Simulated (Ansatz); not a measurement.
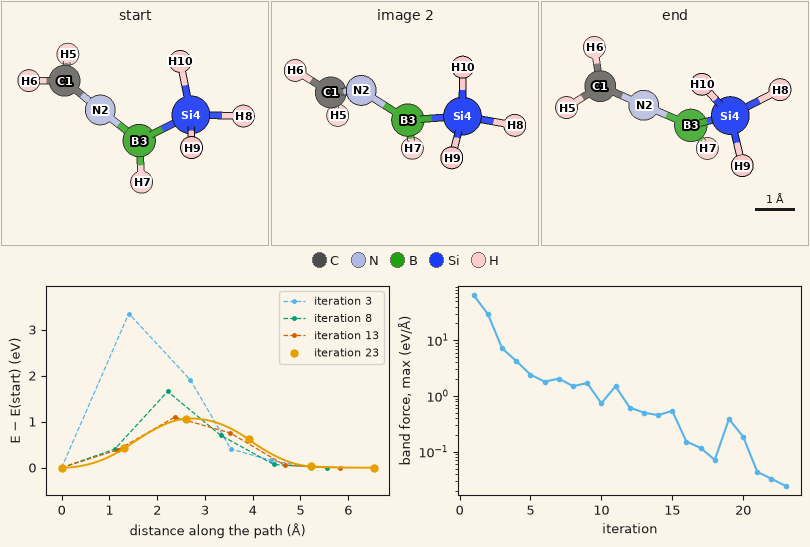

A nudged-elastic-band calculation for CH$_{6}$BNSi. Images are numbered from 0 (start) to 5 (end). The plot follows the band through its iterations. The picture is a ball-and-stick view, seen at a tilt.

Theory: RKS PBE0-D4/6-31G* (Ansatz). Settings: 4 movable images; no climbing image; force threshold 0.03 eV/Å; iteration limit 60; starting path through a guess of the saddle point.

Did the band converge, and can the barrier be trusted?

The run is converged, with reservations. The band converged in 23 iterations. The largest component of the band force went from 64 to 0.024 eV/Å. No image climbed, so the highest image needn't lie on the saddle point, and the true maximum along this path can be higher. The first iteration put the highest image at 20.92 eV. The two ends have the same energy, and the highest point, image 2, lies 1.07 eV above the start.

The run took 3.8 min on 1 thread of Arm Neoverse V2, with other jobs on the host, peak memory 0.15 GiB.
